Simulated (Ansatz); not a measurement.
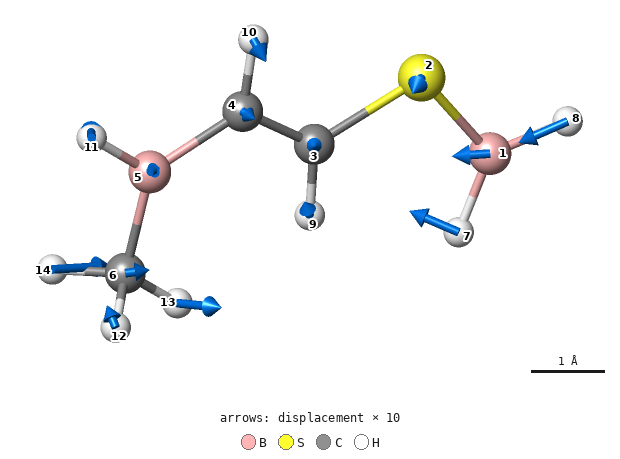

A relaxation of C3H8B2S. The starting structure is drawn; blue arrows show the displacements, magnified 10 times. The two geometries are superimposed by the best rigid fit.

The picture is a ball-and-stick view, seen at a tilt.

The start comes from PBE-D4/def2-SVP.

Computed with Ansatz, RKS PBE0-D4/def2-TZVP.

The input:
```yaml
crystal:
  periodic: [false, false, false]
  atoms:
    - {symbol: B, position_ang: [1.518718, -2.672606, -1.471527]}
    - {symbol: S, position_ang: [0.213926, -2.567941, -0.268297]}
    - {symbol: C, position_ang: [-0.013311, -0.832372, -0.001988]}
    - {symbol: C, position_ang: [-0.948796, -0.324938, 0.843436]}
    - {symbol: B, position_ang: [-1.146118, 1.203843, 1.044603]}
    - {symbol: C, position_ang: [-0.278561, 2.322428, 0.367528]}
    - {symbol: H, position_ang: [2.032321, -1.665831, -1.911186]}
    - {symbol: H, position_ang: [1.837618, -3.793009, -1.803093]}
    - {symbol: H, position_ang: [0.666883, -0.185025, -0.583177]}
    - {symbol: H, position_ang: [-1.588914, -1.047339, 1.382670]}
    - {symbol: H, position_ang: [-2.052532, 1.560038, 1.784822]}
    - {symbol: H, position_ang: [-0.946117, 2.989649, -0.223666]}
    - {symbol: H, position_ang: [0.553596, 1.994966, -0.287063]}
    - {symbol: H, position_ang: [0.138388, 2.988837, 1.155836]}
basis:
  gaussian: {orbitals: def2-TZVP}
hamiltonian: {xc: pbe0, dispersion: d4}
relax: {f_tol: 0.005, max_steps: 150}
```

Launched with:
```bash
ansatz run in.yaml --threads 4 --pin off --events-out ev --progress --plain --max-ram 10444MiB
```

Which element moves most?

Hydrogen: up to 0.097 Å, against 0.053 Å for boron.

What happened in the run?

The largest move after the best rigid fit is that of H14, 0.097 Å. Largest moves by element: H 0.097 Å, B 0.053 Å, S 0.040 Å, C 0.034 Å. Near-neighbour distances that change, for instance: S2–C3 1.771 → 1.749 Å, B5–H11 1.223 → 1.202 Å, B1–H7 1.213 → 1.192 Å, C3–C4 1.359 → 1.340 Å. After 8 accepted moves (9 points after the start) the energy has fallen by 1.47 kcal/mol. Largest force component: 0.48 eV/Å at the start, 0.0013 eV/Å at the end. The line search rejected the trial step at point 4 of the run. The forces were under the threshold at step 6, but the run went on from there.
